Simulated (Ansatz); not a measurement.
**Si (element-swapped structure): how the settings move a single-point run**

How sensitive is a single-point run of Si (element-swapped structure) to its settings? A reference run comes first, then three runs with altered input.

Method: reference: DFT PBE, plane waves, PAW, scalar-relativistic, no spin polarisation, in Ansatz 0.2.0.

1 further run of the same task is left out (set aside as unsound or not needed).

## Step 1: Starting point

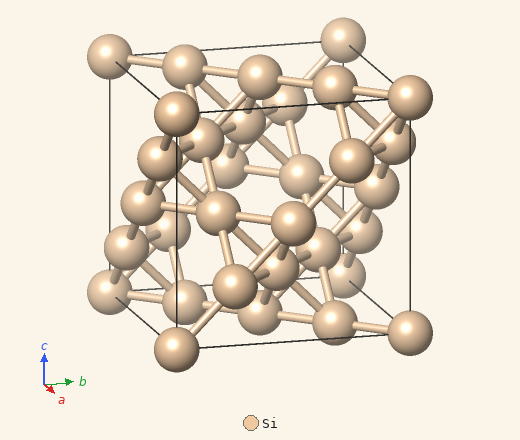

Start, viewed slightly off an axis; silicon light orange. Atoms on the faces are drawn again on the opposite ones. The cell drawn here is the conventional one.

Structure file:

```
CELL_PARAMETERS angstrom
0.00000 2.71059 2.71059
2.71059 0.00000 2.71059
2.71059 2.71059 0.00000
ATOMIC_POSITIONS crystal
Si 0.00000 0.00000 0.00000
Si 0.50000 0.00000 0.00000
Si 0.00000 0.00000 0.50000
Si 0.00000 0.50000 0.00000
```

## Step 2: Reference

File input.yaml:

```yaml
crystal:
  lattice:
    - [0.0, 2.710592, 2.710592]
    - [2.710592, 0.0, 2.710592]
    - [2.710592, 2.710592, 0.0]
  atoms:
    - { symbol: Si, position: [0.0, 0.0, 0.0] }
    - { symbol: Si, position: [0.5, 0.0, 0.0] }
    - { symbol: Si, position: [0.0, 0.0, 0.5] }
    - { symbol: Si, position: [0.0, 0.5, 0.0] }
  symmetry: { tolerance: 0.0003 }
kpoints:
  mp_grid: { grid: [6, 6, 6], shift: [0, 0, 0] }
magnetization:
  spin_polarized: false
scf:
  occupations: { method: fermi_dirac }
hamiltonian:
  pseudopotentials: { kind: paw }
  xc: pbe
basis:
  ecutwfc: 420
output:
  forces: true
  stress: true
  eigenvalues: true
```

Command:

```bash
ansatz run input.yaml --threads 1 --pin off --max-ram 2560MiB --backend cpu --events-out ev --progress --plain --runs-dir out
```

Output:

```text
Warning: RAYON_NUM_THREADS=1 ignored (pool sized by the plan → 1); use --threads N
Engine: ansatz 0.2.0, aarch64-unknown-linux-gnu
Pseudopotentials: kind: paw
Pseudopotential: Si, paw, valence charge 4, recommended cutoff 420 eV (normal), Si.paw.azcp
Functional definition: PBE
  parameter kappa = 0.804
  parameter beta = 0.06672455060314922
  exchange = pbe_x(kappa = kappa, mu = beta*pi^2/3)
  correlation = pbe_c(beta = beta)
Crystal: 4 atoms, lattice volume = 39.831 Å³
Basis set: ecut = 420 eV, 749 PW (Γ), exchange–correlation on 54×54×54 points (8 copies of the dense FFT grid, shifted against one another)
Bands: 12, of which v1, the nominal top of the filled ones, is band 8 counted from 1 (7 counted from 0)
Symmetry: 48 space group operations
Space group: Fd-3m (ITA 227), of the structure as read, at distance tolerance 1.0e-3 Å
k-points: 16 of 216
Non-local potential: Si, projectors of the file, l = 0: 2, l = 1: 2, l = 2: 2
PAW form: soft (Blöchl's): semilocal exchange-correlation on the pseudo side does not see the compensation charge
PAW one-centre angular grid: Si, 110 points (default); XC on 64 Gauss nodes
Initial density: superposition of atomic densities (neutral atoms: chi_scale 0, normalization atom), corrected by the library's trained network
Initial wavefunctions: pseudopotential atomic-orbital guess
Functional: x = pbe(κ = 0.804, μ = 0.2195149727645171), c = pbe(β = 0.06672455060314922)
SCF iter   1: F=—  HF=-2520.929189 eV  |F-HF|=—  |Δ(HF+E_count)|=         —  Δρ=1.35e-2  dr2=1.00e-1  ethr=1.77e-3  ⟨swp⟩=6.5  Hψ=1502  notcnv=0
preconditioner: auto → Kerker (q_TF=auto, 2.344 Å⁻¹)  [metal: Δε(μ)=0.129 eV  Ē_g=10.643 eV  σ=0.100 eV  W_gap=0.29  n_scr=14 (ndim 8)  ℏωp=23.5 eV  f_vac=0.000  D(μ)=1.18/eV (n_scr^D=8)]
SCF iter   2: F=—  HF=-2520.912492 eV  |F-HF|=—  |Δ(HF+E_count)|=   1.67e-2  Δρ=7.64e-3  dr2=3.39e-2  ethr=6.26e-4  ⟨swp⟩=1.2  Hψ=324  notcnv=0
SCF iter   3: F=—  HF=-2520.908392 eV  |F-HF|=—  |Δ(HF+E_count)|=   4.10e-3  Δρ=1.43e-3  dr2=1.07e-3  ethr=2.12e-4  ⟨swp⟩=2.1  Hψ=340  notcnv=0
SCF iter   4: F=—  HF=-2520.908920 eV  |F-HF|=—  |Δ(HF+E_count)|=   5.28e-4  Δρ=4.27e-4  dr2=5.51e-5  ethr=6.68e-6  ⟨swp⟩=2.0  Hψ=308  notcnv=0
SCF iter   5: F=—  HF=-2520.908896 eV  |F-HF|=—  |Δ(HF+E_count)|=   2.36e-5  Δρ=4.24e-5  dr2=4.73e-7  ethr=3.44e-7  ⟨swp⟩=2.4  Hψ=321  notcnv=0
SCF iter   6: F=-2520.908897 eV  HF=-2520.908897 eV  |F-HF|=9.99e-9  |Δ(HF+E_count)|=   3.69e-7  Δρ=8.23e-6  dr2=2.13e-8  ethr=6.25e-10  ⟨swp⟩=6.9  Hψ=1168  notcnv=0
SCF 1 converged in 6 iterations: F = -2520.908897 eV  dr2 = 2.13e-8
SCF converged after 6 iterations
Free energy (F): -2520.908897 eV
Harris-Foulkes:  -2520.908897 eV  (|F-HF|=9.99e-9)
Internal energy: -2520.869721 eV  (E = F + TS)
E sigma→0 (E₀):  -2520.889309 eV
Entropy (-TS):   -0.039176 eV (-9.794 meV/atom)
Fermi energy:    15.087315 eV
--- Per-component energies (eV) ---
  E_band       = 123.975970
  E_kinetic    = 239.658200
  E_local      = -89.206650  (includes V_loc(G=0)·N_el)
  E_nonlocal   = 137.092404
  E_hartree    = 38.113358
  E_xc         = -251.066124
  E_vxc        = -225.504116  (∫ρ·V_xc dr)
  E_paw        = -2057.218671  (= ΣΔE_a)
  E_vpaw       = -14.291530  (= ΣTr[D̂ρ^β])
  E_aug_tail   = 0.000031  (compensation charges beyond the density's cutoff)
  E_ewald      = -538.242268
  E_smearing   = -0.039176  (= −TS)
  E_closure    = -0.000000  (closes the sum)
  Σ components = -2520.908897   (vs F -2520.908897, Δ=0.00e0)
--- Forces (eV/Å), atoms counted from 1 ---
  atom   1  Si     0.00000000     0.00000000     0.00000000
  atom   2  Si    -0.00000000     0.00000000     0.00000000
  atom   3  Si    -0.00000000    -0.00000000     0.00000000
  atom   4  Si    -0.00000000    -0.00000000    -0.00000000
  max |Σ_I F_I| component: 2.47e-31 eV/Å
--- Stress (GPa, compression-positive) ---
      260.167736       0.000000       0.000000
        0.000000     260.167736      -0.000000
        0.000000      -0.000000     260.167736
  P = ⅓ Tr σ = 260.1677 GPa (2601.677 kbar)
--- Band table (eV; the first three rows and the last of 16) ---
  k-point 0: bands = ["-3.5496", "4.7058", "10.1750", "10.1750", "10.1750", "12.1918", "12.1918", "12.1918", "13.0943", "15.2748", "15.2748", "18.0184"]
  k-point 1: bands = ["-3.2116", "4.1065", "8.1421", "9.8376", "9.8376", "12.2995", "12.2995", "13.2050", "14.8735", "14.8735", "15.3850", "17.6074"]
  k-point 2: bands = ["-2.2862", "2.4732", "6.6821", "9.5262", "9.5262", "11.4387", "11.4387", "14.3506", "16.1864", "16.3357", "16.3357", "20.4434"]
  k-point 15: bands = ["0.2149", "0.2149", "5.6802", "5.6802", "9.9595", "9.9595", "14.3102", "14.3102", "18.9445", "18.9445", "20.4167", "20.4167"]
```

Run time: 0.79 s. Hardware: 1 thread of Arm Neoverse V1, shared host; peak memory 0.26 GiB.

## Step 3: Changing settings: n_extra_bands 4, ecutrho_ratio 6

Edit input.yaml of step 2 so:

```diff
@@ -17,2 +17,3 @@
   occupations: { method: fermi_dirac }
+  n_extra_bands: 4
 hamiltonian:
@@ -22,2 +23,3 @@
   ecutwfc: 420
+  ecutrho_ratio: 6
 output:
@@ -26 +28,5 @@
   eigenvalues: true
+  write_density: true
+  write_potential: true
+  elf: true
+  volumetric_format: npy
```

Command:

```bash
ansatz run input.yaml --threads 1 --pin off --max-ram 2560MiB --backend cpu --events-out ev --progress --plain --runs-dir out
```

Output:

```text
Warning: RAYON_NUM_THREADS=1 ignored (pool sized by the plan → 1); use --threads N
scf.n_extra_bands = 4 over 8 filled bands (N_el = 16.0): the run solves 12 bands
[... 8 set-up lines as earlier in the session ...]
Crystal: 4 atoms, lattice volume = 39.831 Å³
Basis set: ecut = 420 eV, 749 PW (Γ), exchange–correlation on 64×64×64 points (8 copies of the dense FFT grid, shifted against one another)
Bands: 12, of which v1, the nominal top of the filled ones, is band 8 counted from 1 (7 counted from 0)
[... 2 set-up lines as earlier in the session ...]
k-points: 16 of 216
[... 6 set-up lines as earlier in the session ...]
SCF iter   1: F=—  HF=-2520.929206 eV  |F-HF|=—  |Δ(HF+E_count)|=         —  Δρ=1.35e-2  dr2=1.00e-1  ethr=1.77e-3  ⟨swp⟩=6.5  Hψ=1502  notcnv=0
preconditioner: auto → Kerker (q_TF=auto, 2.344 Å⁻¹)  [metal: Δε(μ)=0.130 eV  Ē_g=10.643 eV  σ=0.100 eV  W_gap=0.29  n_scr=14 (ndim 8)  ℏωp=23.5 eV  f_vac=0.000  D(μ)=1.18/eV (n_scr^D=8)]
SCF iter   2: F=—  HF=-2520.912475 eV  |F-HF|=—  |Δ(HF+E_count)|=   1.67e-2  Δρ=7.64e-3  dr2=3.39e-2  ethr=6.26e-4  ⟨swp⟩=1.2  Hψ=324  notcnv=0
SCF iter   3: F=—  HF=-2520.908368 eV  |F-HF|=—  |Δ(HF+E_count)|=   4.11e-3  Δρ=1.43e-3  dr2=1.07e-3  ethr=2.12e-4  ⟨swp⟩=2.1  Hψ=340  notcnv=0
SCF iter   4: F=—  HF=-2520.908895 eV  |F-HF|=—  |Δ(HF+E_count)|=   5.27e-4  Δρ=4.25e-4  dr2=5.46e-5  ethr=6.68e-6  ⟨swp⟩=2.0  Hψ=308  notcnv=0
SCF iter   5: F=—  HF=-2520.908897 eV  |F-HF|=—  |Δ(HF+E_count)|=   1.45e-6  Δρ=4.19e-5  dr2=4.61e-7  ethr=3.41e-7  ⟨swp⟩=2.3  Hψ=321  notcnv=0
SCF iter   6: F=-2520.908897 eV  HF=-2520.908897 eV  |F-HF|=1.00e-8  |Δ(HF+E_count)|=   3.60e-7  Δρ=8.21e-6  dr2=2.13e-8  ethr=6.25e-10  ⟨swp⟩=10.9  Hψ=1700  notcnv=0
SCF 1 converged in 6 iterations: F = -2520.908897 eV  dr2 = 2.13e-8
SCF converged after 6 iterations
Free energy (F): -2520.908897 eV
Harris-Foulkes:  -2520.908897 eV  (|F-HF|=1.00e-8)
Internal energy: -2520.869721 eV  (E = F + TS)
E sigma→0 (E₀):  -2520.889309 eV
Entropy (-TS):   -0.039176 eV (-9.794 meV/atom)
Fermi energy:    15.087315 eV
--- Per-component energies (eV) ---
  E_band       = 123.975972
  E_kinetic    = 239.658200
  E_local      = -89.206620  (includes V_loc(G=0)·N_el)
  E_nonlocal   = 137.092398
  E_hartree    = 38.113356
  E_xc         = -251.066124
  E_vxc        = -225.504121  (∫ρ·V_xc dr)
  E_paw        = -2057.218669  (= ΣΔE_a)
  E_vpaw       = -14.291528  (= ΣTr[D̂ρ^β])
  E_aug_tail   = 0.000007  (compensation charges beyond the density's cutoff)
  E_ewald      = -538.242268
  E_smearing   = -0.039176  (= −TS)
  E_closure    = 0.000000  (closes the sum)
  Σ components = -2520.908897   (vs F -2520.908897, Δ=0.00e0)
--- Forces (eV/Å), atoms counted from 1 ---
  atom   1  Si     0.00000000    -0.00000000     0.00000000
  atom   2  Si     0.00000000    -0.00000000     0.00000000
  atom   3  Si     0.00000000    -0.00000000     0.00000000
  atom   4  Si     0.00000000    -0.00000000    -0.00000000
  max |Σ_I F_I| component: 2.33e-30 eV/Å
--- Stress (GPa, compression-positive) ---
      260.167718      -0.000000       0.000000
        0.000000     260.167718      -0.000000
       -0.000000      -0.000000     260.167718
  P = ⅓ Tr σ = 260.1677 GPa (2601.677 kbar)
--- Band table (eV; the first three rows and the last of 16) ---
  k-point 0: bands = ["-3.5496", "4.7058", "10.1750", "10.1750", "10.1750", "12.1918", "12.1918", "12.1918", "13.0943", "15.2748", "15.2748", "18.0184"]
  k-point 1: bands = ["-3.2116", "4.1065", "8.1421", "9.8376", "9.8376", "12.2995", "12.2995", "13.2050", "14.8735", "14.8735", "15.3850", "17.6074"]
  k-point 2: bands = ["-2.2862", "2.4732", "6.6821", "9.5262", "9.5262", "11.4387", "11.4387", "14.3506", "16.1864", "16.3357", "16.3357", "20.4434"]
  k-point 15: bands = ["0.2149", "0.2149", "5.6802", "5.6802", "9.9595", "9.9595", "14.3102", "14.3102", "18.9445", "18.9445", "20.4167", "20.4167"]
```

Run time: 1.1 s. Hardware: 1 thread of Arm Neoverse V1, shared host; peak memory 0.28 GiB.

Changing the numerical grids leaves the energy as it was (0.0 meV/atom).

(Part 1 of 2 ends here.)
